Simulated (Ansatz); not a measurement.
BrGeH3···CH4

```json
{"atom": "Ge", "x (Å)": "-0.7619", "y (Å)": "1.6966", "z (Å)": "-1.1402"}
{"atom": "C", "x (Å)": "0.6216", "y (Å)": "-1.6103", "z (Å)": "1.2383"}
{"atom": "H", "x (Å)": "-2.0207", "y (Å)": "1.6336", "z (Å)": "-2.0106"}
{"atom": "H", "x (Å)": "-0.9395", "y (Å)": "0.9291", "z (Å)": "0.1722"}
{"atom": "H", "x (Å)": "-0.3151", "y (Å)": "3.1414", "z (Å)": "-0.8980"}
{"atom": "H", "x (Å)": "0.9809", "y (Å)": "-1.3010", "z (Å)": "0.2572"}
{"atom": "Br", "x (Å)": "0.9294", "y (Å)": "0.6531", "z (Å)": "-2.3189"}
{"atom": "H", "x (Å)": "1.1790", "y (Å)": "-2.4856", "z (Å)": "1.5711"}
{"atom": "H", "x (Å)": "-0.4380", "y (Å)": "-1.8585", "z (Å)": "1.1773"}
{"atom": "H", "x (Å)": "0.7642", "y (Å)": "-0.7985", "z (Å)": "1.9516"}
```

The product side of a reaction path; geometry: PBE0-D4/def2-TZVP; a saddle point, not a minimum.

The calculation used Ansatz 0.2.0, RKS PBE0-D4/def2-TZVPP.

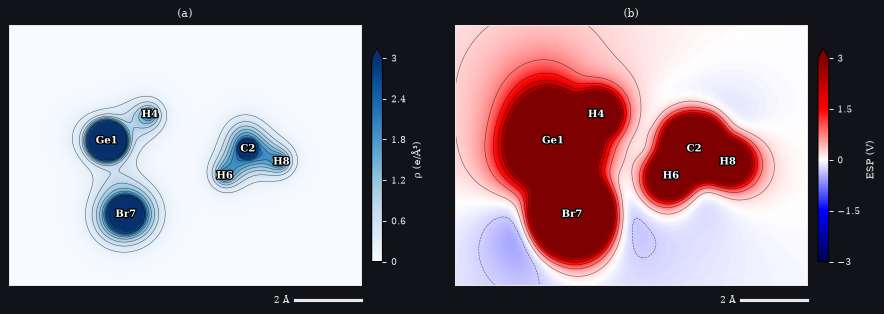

Figure 1. (a) electron density; (b) molecular electrostatic potential on the plane of atoms H6, C2 and H8.

Question: What do the fields say about this system?

Answer: The section cuts through Ge, C, H and Br sites.
Br7···H6 (3.23 Å): the density falls to about 0.03 e/Å³ on the way (a non-bonded, intermolecular contact).
Ge–Br (2.31 Å): ρ is about 0.69 e/Å³ halfway.
C–H (1.09 Å): ρ at the midpoint is about 2 e/Å³.
Ge–H (1.53 Å): ρ at the midpoint is about 1.1 e/Å³.
Outside the dense part of the complex the potential is most negative (−0.5 V) near Br7.

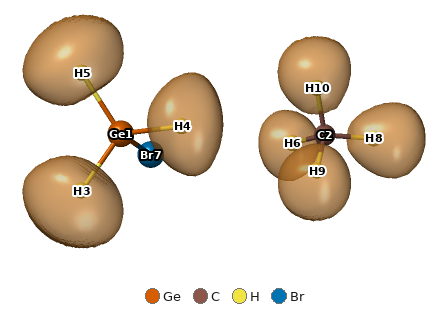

Figure 2. Isosurface of the electron localisation function at 0.9 (orange), seen from one side. Only the valence region is drawn (cores and ρ < 0.01 e/Å³ removed).

Question: Where are the electrons localised?

Answer: The ELF exceeds this value in seven regions around hydrogen nuclei. Profiles from the grid: Br7···H6 (3.23 Å): the ELF dips to about 0 between them; a weak contact between the two molecules. Ge–Br (2.31 Å): the ELF peaks at about 0.80 in the valence shell of Br, 1.0 Å from its nucleus, and is about 0.75 at the midpoint.

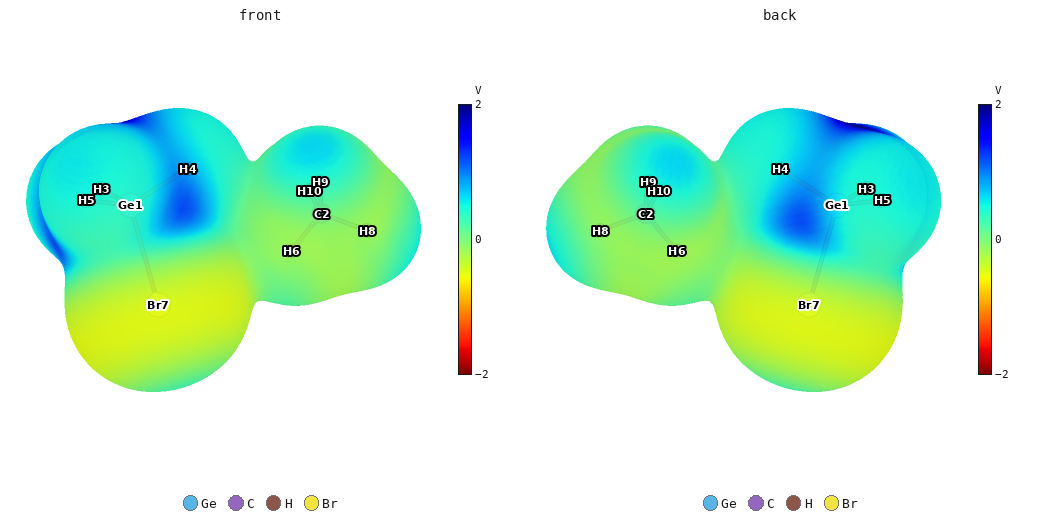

Figure 3. The electrostatic potential painted on the density surface at 0.002 e/bohr³, seen from the front and from behind; red is negative and blue positive.

Question: Which sites attract a positive test charge, and which a negative one?

Answer: A positive charge is drawn to the negative regions and a negative charge to the positive ones. The most negative region (about −0.5 V, or −12 kcal/mol for a unit charge) lies over Br7, the most positive (about +1.8 V, or +42 kcal/mol for a unit charge) over Ge1. Br7 shows a σ-hole: about +0.3 V at the tip opposite its bond, against about −0.4 V, or −9 kcal/mol for a unit charge on its flanks.
